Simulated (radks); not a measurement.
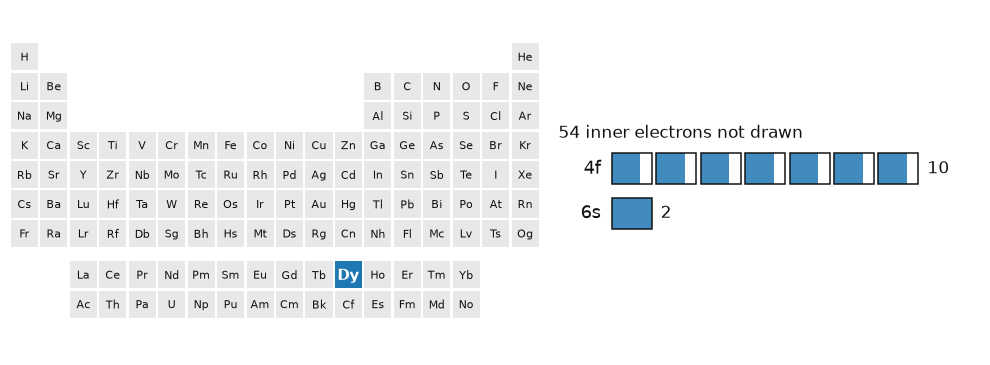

Left, the place of dysprosium in the periodic table; right, the outer shells as the input fills them: a box for each of the 2l + 1 orbitals, shaded by the share of the shell that is filled, with the electron count at the right.

**Atomic calculation, with input and output: Dy**

A free Dy atom in the configuration [Xe] 4f10 6s2 (open shells shared over both j by 2j + 1). Computed at this level: Dirac Kohn-Sham, exchange-only B88, spin-unpolarised, spherical densities, point nucleus (the in-house radial solver radks).

Summary:

- outcome: converged
- total energy: −12165.5987 hartree
- kinetic energy: 13351.1684 hartree
- electron–nucleus energy: −30006.1013 hartree
- Hartree energy: 4751.1094 hartree
- exchange–correlation energy: −261.775158 hartree
- radius at density 0.001 e/bohr³: 5.18 bohr
- SCF iterations: 16
- hardware: 1 CPU thread, shared host

The input:
```
Z 66
configuration [Xe] 4f10 6s2
relativity Dirac
functional b88,
spin unpolarised
j_filling average
nucleus point
c 137.035999084
```

Energies in input and log are in hartree, lengths in bohr.

Log:
```
1s1/2   1   2.0000       -1970.05995814
2s1/2   1   2.0000        -327.85420301
2p1/2   1   2.0000        -311.79816630
2p3/2   1   4.0000        -282.37842437
3s1/2   1   2.0000         -72.93984502
3p1/2   1   2.0000         -65.93991256
3p3/2   1   4.0000         -59.83092743
3d3/2   1   4.0000         -47.80451592
3d5/2   1   6.0000         -46.47049353
4s1/2   1   2.0000         -14.39140339
4p1/2   1   2.0000         -11.63141443
4p3/2   1   4.0000         -10.26464920
4d3/2   1   4.0000          -5.72213805
4d5/2   1   6.0000          -5.47469198
4f5/2   1   4.2857          -0.09528095
4f7/2   1   5.7143          -0.06310047
5s1/2   1   2.0000          -1.75795915
5p1/2   1   2.0000          -1.01756202
5p3/2   1   4.0000          -0.84581429
6s1/2   1   2.0000          -0.11598992
Etot -12165.598676352027
Ekin 13351.168396422721
Encl -30006.10130679868
Eh 4751.109391939833
Exc -261.7751579159021
err 8.676926037056196e-09
it 16
```

Orbitals:

```
orbital  occupation  energy (eV)  ⟨r⟩ (bohr)  outer maximum (bohr)
     1s           2     −53608.1     0.02111                0.0134
     2s           2      −8921.4     0.08921                0.0762
  2p1/2           2      −8484.5     0.07437                0.0574
  2p3/2           4      −7683.9     0.08143                0.0634
     3s           2      −1984.8      0.2341                 0.216
  3p1/2           2      −1794.3      0.2238                 0.203
  3p3/2           4      −1628.1      0.2371                 0.216
  3d3/2           4      −1300.8      0.2096                 0.171
  3d5/2           6      −1264.5      0.2138                 0.174
     4s           2     −391.610      0.5298                 0.494
  4p1/2           2     −316.507      0.5403                 0.498
  4p3/2           4     −279.315      0.5710                 0.524
  4d3/2           4     −155.707      0.6035                 0.530
  4d5/2           6     −148.974      0.6144                 0.538
     5s           2      −47.837       1.303                  1.16
  5p1/2           2      −27.689       1.476                  1.27
  5p3/2           4      −23.016       1.586                  1.35
     6s           2       −3.156       4.197                  3.47
  4f5/2       4.286       −2.593      0.8741                 0.536
  4f7/2       5.714       −1.717      0.8990                 0.541
```

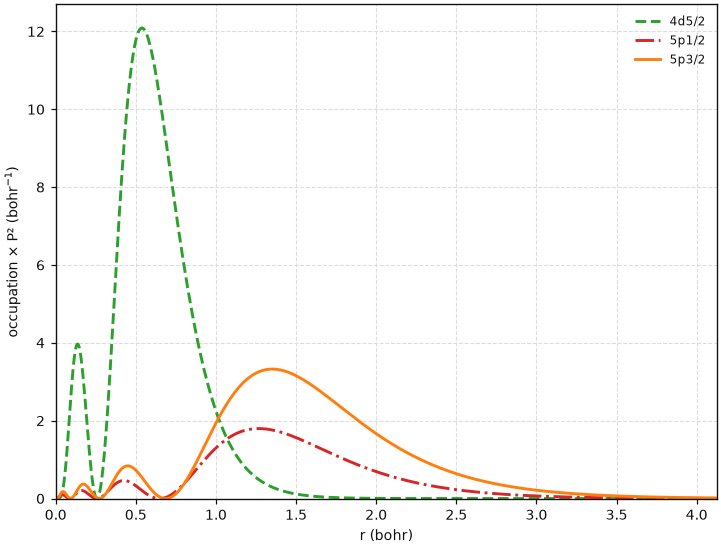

The radial probability densities P² (large components) of 5p3/2, 4d5/2 and 5p1/2, each times its occupation. 4d5/2: outer maximum at 0.538 bohr, ⟨r⟩ = 0.614 bohr, 1 node, eigenvalue −149.0 eV; 5p1/2: outer maximum at 1.27 bohr, ⟨r⟩ = 1.48 bohr, 3 nodes, eigenvalue −27.7 eV; 5p3/2: outer maximum at 1.35 bohr, ⟨r⟩ = 1.59 bohr, 3 nodes, eigenvalue −23.0 eV.

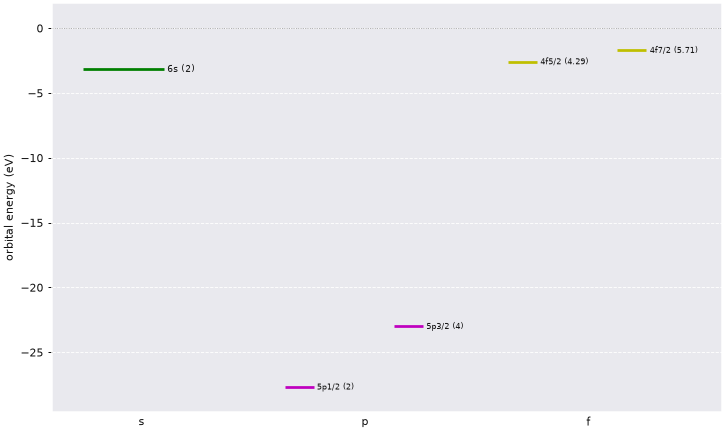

The outer levels are drawn by angular momentum (occupations in brackets, the lower j at the left of each column). The highest occupied level is 4f7/2 at −1.72 eV. The highest 3 occupied levels, from the top down, are 4f7/2 (−1.72 eV), 4f5/2 (−2.59 eV), 6s (−3.16 eV). Spin-orbit splittings: 4f 0.876 eV, 5p 4.67 eV.

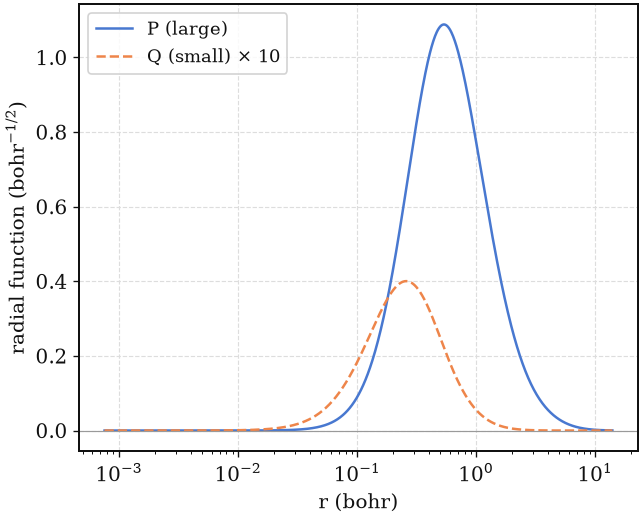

The large and small radial components of the 4f5/2 spinor. The spinor has κ = 3: the large component has l = 3 and 0 radial nodes, the small one has l = 2. The small component carries 0.057 % of the norm; ⟨r⟩ = 0.874 bohr and the eigenvalue is −2.59 eV.
